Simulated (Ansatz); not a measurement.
## Frequency calculation, with input and output: C₄H₁₃NSi

- system: C₄H₁₃NSi
- method: RHF/cc-pVDZ (Ansatz 0.2.0)

It belongs to a series of runs on one base structure; here: vibrations at the highest image of the band. Figures and captions count atoms from 1; the log counts them from 0 in places.

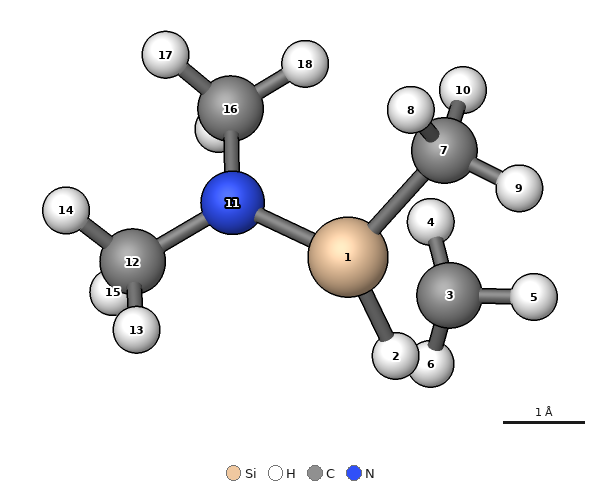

The input geometry (ball-and-stick view, seen at a tilt; atoms are numbered from 1 in the order of the input). Bond lengths as drawn: C–H 1.09 to 1.10 Å, C–N 1.45 Å, C–Si 1.89 Å, H–Si 1.51 Å and N–Si 1.74 Å.

Input file
```yaml
crystal:
  periodic: [false, false, false]
  atoms:
    - { symbol: Si, position_ang: [-0.516363, 0.09897, 0.410552] }
    - { symbol: H, position_ang: [0.669622, 0.037414, 1.340706] }
    - { symbol: C, position_ang: [1.730791, -0.013398, 0.213505] }
    - { symbol: H, position_ang: [1.730715, -0.397829, -0.808542] }
    - { symbol: H, position_ang: [2.157149, 0.989621, 0.245165] }
    - { symbol: H, position_ang: [2.310149, -0.689929, 0.843606] }
    - { symbol: C, position_ang: [-0.629229, 1.591107, -0.750766] }
    - { symbol: H, position_ang: [-1.678795, 1.836315, -0.931975] }
    - { symbol: H, position_ang: [-0.164297, 2.456133, -0.272238] }
    - { symbol: H, position_ang: [-0.143726, 1.43226, -1.717239] }
    - { symbol: "N", position_ang: [-1.049297, -1.373099, -0.350239] }
    - { symbol: C, position_ang: [-1.571989, -2.47683, 0.428512] }
    - { symbol: H, position_ang: [-1.804681, -2.152541, 1.442329] }
    - { symbol: H, position_ang: [-2.491929, -2.868893, -0.020439] }
    - { symbol: H, position_ang: [-0.858779, -3.308877, 0.496398] }
    - { symbol: C, position_ang: [-0.774969, -1.731756, -1.724708] }
    - { symbol: H, position_ang: [-1.676651, -2.116363, -2.214169] }
    - { symbol: H, position_ang: [-0.437042, -0.868301, -2.296806] }
    - { symbol: H, position_ang: [-0.002078, -2.508002, -1.802053] }
basis:
  gaussian: { orbitals: cc-pVDZ }
hamiltonian:
  xc: hf
phonons: {}
```

Machine: 4 threads of Arm Neoverse V2, 24 GiB of memory available, shared host.

Launch command:
```bash
ansatz run input.yaml --threads 4 --pin off --max-ram 5120MiB --backend cpu --events-out ev --progress --plain --runs-dir out
```

Log
```
Engine: ansatz 0.2.0, aarch64-unknown-linux-gnu
Functional definition: HF
  exchange = exact_x
  correlation = 0
1651 factors; integrals over basis functions are off by at most 4.1e-4 eV
mean field evaluation 1: about -13664.0852 eV, gradient 3.7e1 eV
mean field evaluation 2: about -13664.3038 eV, gradient 3.7e1 eV
mean field evaluation 4: about -13668.4191 eV, gradient 4.7e0 eV
mean field evaluation 8: about -13668.5043 eV, gradient 1.1e-1 eV
mean field -13668.50439900 eV, -502.3082718181 hartree, gradient 1.4e-5 eV, S^2 0.000000; 0 other end points of the search recorded, 0 dependent functions left out
the calculation of the forces begins
reference -13668.50439900 eV, -502.3082718181 hartree; 29, 29 occupied and 124, 124 virtual orbitals, 1651 factors
these checks for a lower state are left out or cut short: stability, starts, cluster_reference, orbital_swaps, neighbouring_geometries, increment
1651 factors; integrals over basis functions are off by at most 4.1e-4 eV
mean field evaluation 16: about -13668.5044 eV, gradient 2.7e-4 eV
mean field -13668.50437942 eV, -502.3082710987 hartree, gradient 1.8e-6 eV, S^2 0.000000; 0 other end points of the search recorded, 0 dependent functions left out
[... from here on the field's lines of each further geometry are left out, up to the last ...]
the calculation of the forces begins
reference -13668.50437906 eV, -502.3082710856 hartree; 29, 29 occupied and 124, 124 virtual orbitals, 1651 factors
these checks for a lower state are left out or cut short: stability, starts, cluster_reference, orbital_swaps, neighbouring_geometries, increment
1651 factors; integrals over basis functions are off by at most 4.1e-4 eV
mean field -13668.50437869 eV, -502.3082710717 hartree, gradient 2.1e-6 eV, S^2 0.000000; 0 other end points of the search recorded, 0 dependent functions left out
the calculation of the forces begins
reference -13668.50437869 eV, -502.3082710717 hartree; 29, 29 occupied and 124, 124 virtual orbitals, 1651 factors
WARN: phonons: modes at or below zero, which the zero-point energy, F, S and C_V leave out: 1, the lowest at -1669.13 cm⁻¹. A minimum has none, and a first-order saddle one
Total energy: -13668.50439900 eV, -502.3082718181 hartree
Atom 0 at    -0.516363     0.098970     0.410552 Å, force    -0.000273    -0.000380     0.001389 eV/Å
Atom 1 at     0.669622     0.037414     1.340706 Å, force    -0.000277    -0.000597    -0.000365 eV/Å
Atom 2 at     1.730791    -0.013398     0.213505 Å, force    -0.000053     0.000081    -0.000206 eV/Å
Atom 3 at     1.730715    -0.397829    -0.808542 Å, force     0.000113     0.000254    -0.000111 eV/Å
Atom 4 at     2.157149     0.989621     0.245165 Å, force     0.000036     0.000113    -0.000062 eV/Å
Atom 5 at     2.310149    -0.689929     0.843606 Å, force    -0.000267     0.000187     0.000058 eV/Å
Atom 6 at    -0.629229     1.591107    -0.750766 Å, force     0.000242     0.000792     0.000032 eV/Å
Atom 7 at    -1.678795     1.836315    -0.931975 Å, force    -0.000114    -0.000563    -0.000030 eV/Å
Atom 8 at    -0.164297     2.456133    -0.272238 Å, force    -0.000219     0.000180    -0.000355 eV/Å
Atom 9 at    -0.143726     1.432260    -1.717239 Å, force     0.000360    -0.000169    -0.000004 eV/Å
Atom 10 at    -1.049297    -1.373099    -0.350239 Å, force     0.001741     0.000043    -0.001567 eV/Å
Atom 11 at    -1.571989    -2.476830     0.428512 Å, force    -0.000194    -0.000048     0.000214 eV/Å
Atom 12 at    -1.804681    -2.152541     1.442329 Å, force     0.000086    -0.000022     0.000023 eV/Å
Atom 13 at    -2.491929    -2.868893    -0.020439 Å, force    -0.000231     0.000090     0.000132 eV/Å
Atom 14 at    -0.858779    -3.308877     0.496398 Å, force    -0.000135     0.000049    -0.000148 eV/Å
Atom 15 at    -0.774969    -1.731756    -1.724708 Å, force    -0.000907     0.000039     0.001284 eV/Å
Atom 16 at    -1.676651    -2.116363    -2.214169 Å, force    -0.000013     0.000123    -0.000319 eV/Å
Atom 17 at    -0.437042    -0.868301    -2.296806 Å, force     0.000274    -0.000067    -0.000040 eV/Å
Atom 18 at    -0.002078    -2.508002    -1.802053 Å, force    -0.000170    -0.000108     0.000075 eV/Å
Dipole moment:     0.087560    -0.087306    -0.205652 e Å
Vibrations: -1669.13 70.40 94.25 122.26 179.20 190.03 205.33 217.69 224.52 299.47 355.76 399.38 486.85 620.01 651.77 755.70 807.13 878.68 897.55 1047.69 1080.20 1166.65 1203.55 1254.96 1275.82 1319.37 1392.55 1422.05 1541.64 1547.80 1550.51 1560.59 1563.34 1581.34 1586.57 1592.86 1608.46 1625.32 2309.48 3123.49 3132.48 3169.14 3174.42 3176.88 3182.03 3248.52 3258.73 3263.97 3266.77 3280.81 3298.73 cm⁻¹, zero-point energy 4.665692 eV
```

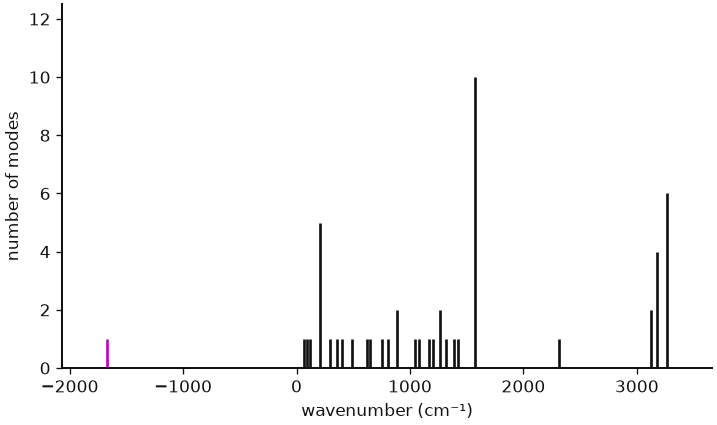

Harmonic vibrational wavenumbers from the force constants; neighbouring modes closer than 23 cm⁻¹ are counted in one stick, and imaginary ones are drawn at negative wavenumbers. 51 modes from 1669i to 3299 cm⁻¹, 1 imaginary beyond 8i (1669i cm⁻¹): a first-order saddle point, if the geometry is stationary.

Results in brief

| quantity | value |
| --- | --- |
| outcome | converged |
| total energy | −13668.5044 eV |
| mean-field energy | −13668.5044 eV |
| largest force (length of the vector) | 0.002 eV/Å |
| wall time | 2.8 min (CPU time 11 min) |
| peak memory | 0.43 GiB |
